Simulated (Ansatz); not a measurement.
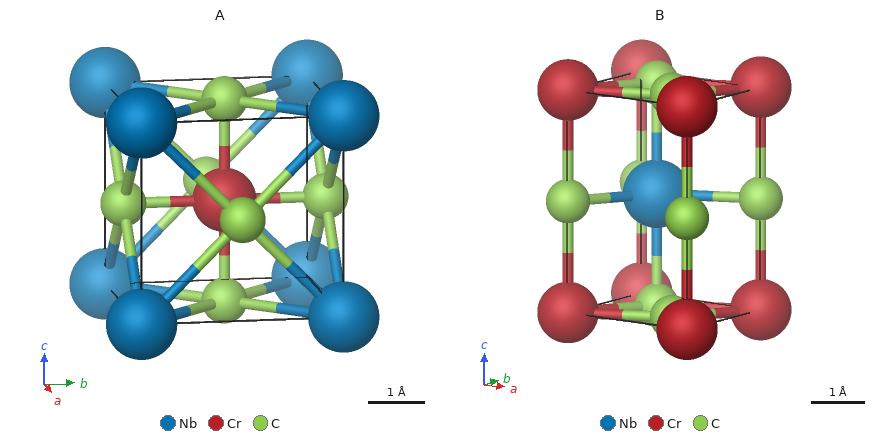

Two structures of NbCrC$_{3}$, each relaxed to rest (conventional cells in solid outline, small ones repeated, not to one scale). Method: Ansatz 0.2.0, DFT PBE, scalar-relativistic, plane waves, PAW, without spin polarisation (spin-restricted runs, not always the ground states).

> Give the type and space group of each.

A: 5 atoms a cell on a primitive cubic lattice, Pm-3m. B: 5 atoms a cell on a primitive hexagonal lattice, P-6m2.

> What is the energy order of the two?

B is lower, by 482 meV/atom at this level of theory (energies at zero smearing). Volumes: A 10.3, B 9.9 Å³/atom.

One or both may be structure types tried for this composition rather than known phases.
